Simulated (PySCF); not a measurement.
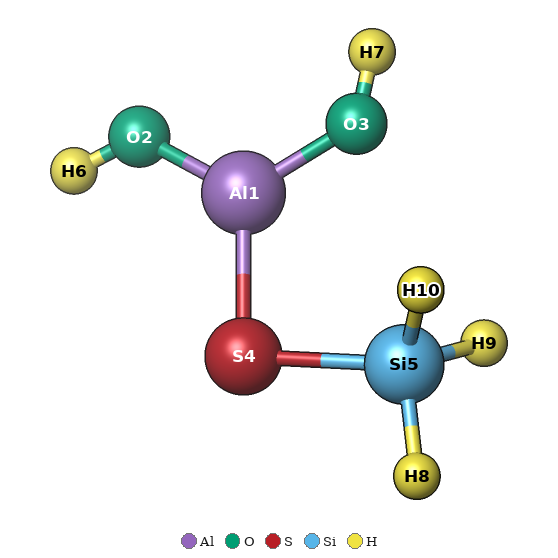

The computed structure is the end point of a PBE0-D3(BJ)/def2-SVP optimisation. No frequency run is at hand to confirm it as a minimum. Properties computed with delta-SCF UKS SCAN, pcX-2 on the ionised atom (unc-x2c-TZVPall on a metal), pcseg-1 elsewhere, spin-free X2C (PySCF 2.14.0).

Give the core-electron binding energies (to vacuum; p and d levels without spin–orbit splitting) of Al1 1s, Al1 2p, O2 1s, S4 1s, S4 2p, Si5 1s, Si5 2p.

| atom | level | binding energy (eV) |
| --- | --- | --- |
| Al1 | 1s | 1567.7 |
| Al1 | 2p | 81.1 |
| O2 | 1s | 538.3 |
| S4 | 1s | 2476.3 |
| S4 | 2p | 169.0 |
| Si5 | 1s | 1847.0 |
| Si5 | 2p | 107.4 |
